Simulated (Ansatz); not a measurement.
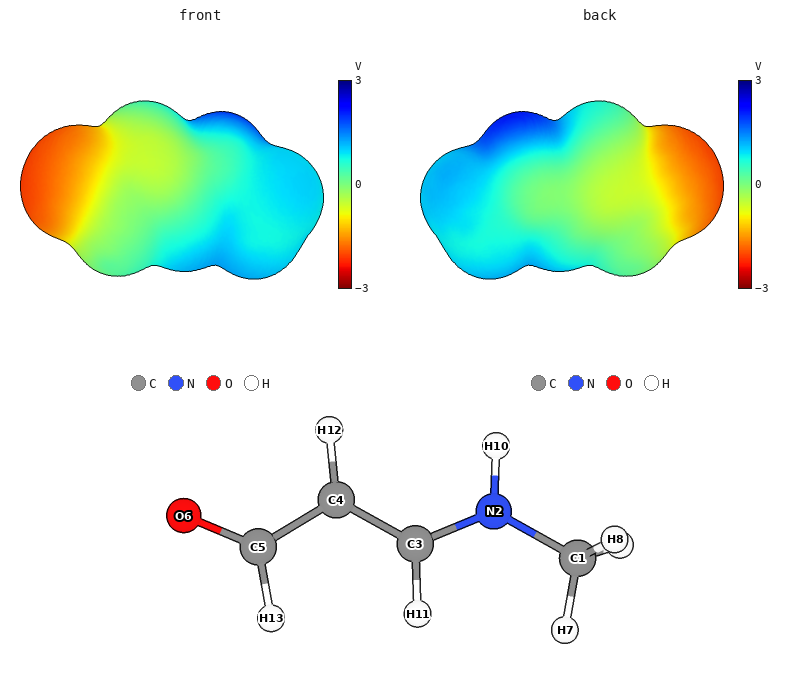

The picture shows: C₄H₇NO. The molecular electrostatic potential painted on the density surface at 0.001 e/bohr³, seen from the front and from behind; the colour scale runs from red (negative) to blue (positive). The bare structure is drawn below in the same view.

Geometry: PBE0-D4/def2-TZVP.

Theory: RKS PBE0-D4/def2-TZVPP in Ansatz.

| atom | x (Å) | y (Å) | z (Å) |
| --- | --- | --- | --- |
| C | 0.6048 | -2.1761 | 0.1056 |
| N | 0.8308 | -0.7565 | 0.1658 |
| C | -0.1159 | 0.1609 | -0.0933 |
| C | -0.0385 | 1.4962 | 0.1062 |
| C | -1.1485 | 2.3289 | -0.2721 |
| O | -1.2096 | 3.5330 | -0.1473 |
| H | -0.2023 | -2.3817 | -0.5986 |
| H | 0.3280 | -2.6005 | 1.0776 |
| H | 1.4996 | -2.6879 | -0.2537 |
| H | 1.6695 | -0.4399 | 0.6234 |
| H | -1.0266 | -0.2465 | -0.5293 |
| H | 0.8358 | 1.9681 | 0.5433 |
| H | -2.0066 | 1.7673 | -0.7127 |

Question: Which sites attract a positive test charge, and which a negative one?

Answer: A positive charge is drawn to the negative regions and a negative charge to the positive ones. The most negative region (about −2.0 V) lies over O6, the most positive (about +2.1 V) over H10. O6 is the likeliest acceptor of a hydrogen bond.
